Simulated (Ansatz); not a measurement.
## Electronic structure of H₄OSi···HCl in real space

```yaml
atoms:
  - { symbol: Si, position_ang: [-0.6312, -0.5460, -0.3866] }
  - { symbol: O, position_ang: [0.5774, -0.3732, 0.7930] }
  - { symbol: H, position_ang: [-1.3200, -1.8658, -0.1562] }
  - { symbol: H, position_ang: [0.0913, -0.5444, -1.6947] }
  - { symbol: H, position_ang: [-1.6451, 0.5607, -0.3038] }
  - { symbol: H, position_ang: [1.2295, 1.0321, 0.3522] }
  - { symbol: Cl, position_ang: [1.3979, 2.1803, -0.3303] }
  - { symbol: H, position_ang: [0.3003, -0.4436, 1.7265] }
```

Level of theory: RKS LDA/def2-SVP in Ansatz.

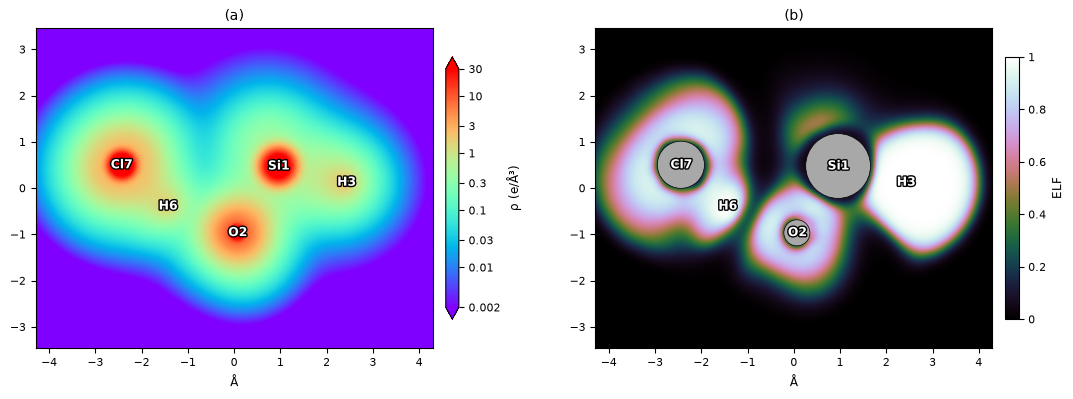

Figure 1. (a) total electron density; (b) ELF on the plane of atoms O2, Si1 and H3. Grey discs cover the atomic cores in the ELF map.

### Describe what can be read from this map.

The section cuts through Si, O, H and Cl sites. O2···H6 (1.61 Å): the density falls to about 0.41 e/Å³ on the way; the ELF dips to about 0.25 between them. Si–O (1.70 Å): ρ at the midpoint is about 1 e/Å³; the ELF peaks at about 0.90 between the atoms, as expected for a shared but strongly polarised pair. Cl–H (1.35 Å): ρ is about 1.8 e/Å³ halfway; the ELF climbs to about 1 towards the hydrogen, as it does in any bond to H; a covalent bond by its length. Si–H (1.51 Å): ρ at the midpoint is about 0.76 e/Å³; the ELF climbs to about 1 towards the hydrogen. The ELF also peaks beside Cl7, away from the bonds: lone-pair regions.

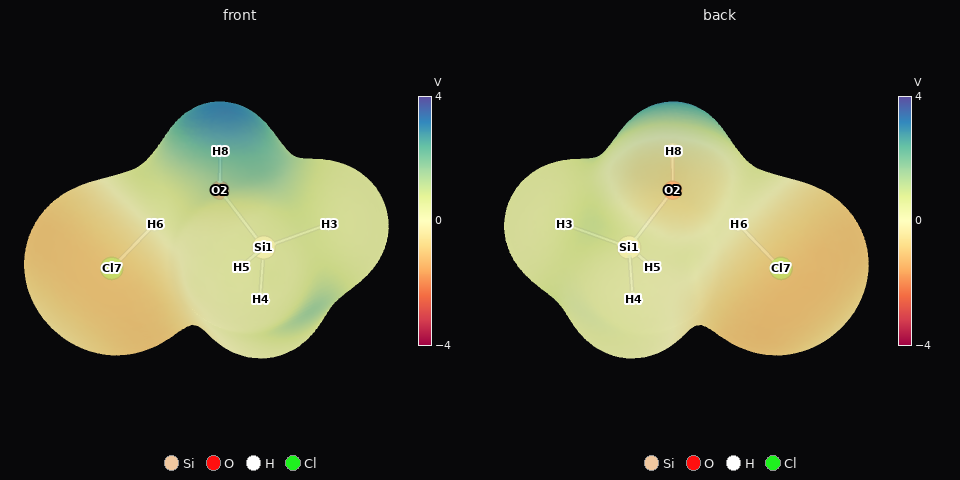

Figure 2. The electrostatic potential painted on the density surface at 0.002 e/bohr³, seen from the front and from behind; the colour scale runs from red (negative) to blue (positive).

### Where is the surface potential most negative and most positive?

The most negative region (about −1.1 V) lies over Cl7, the most positive (about +3.2 V) over H8.

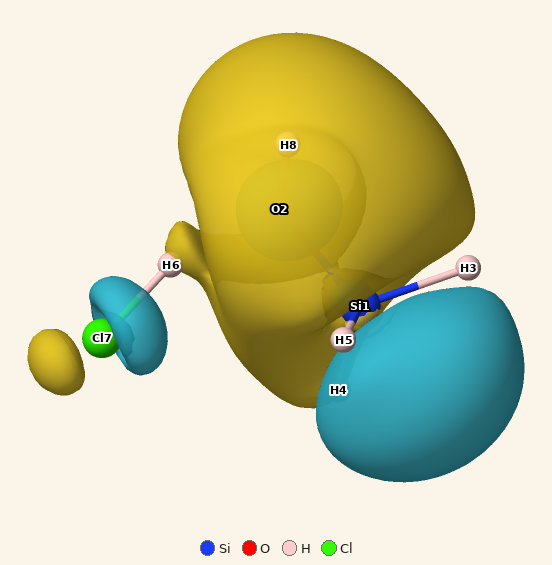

Figure 3. The LUMO at ±0.08 Å⁻³ᐟ² (yellow and cyan are the two phases), seen across its widest extent.

### Describe this orbital and give its energy.

By Hirshfeld shares it lies mainly on Si1 (about 45 %), H8 (about 15 %) and O2 (about 15 %). Its energy is −1.15 eV.
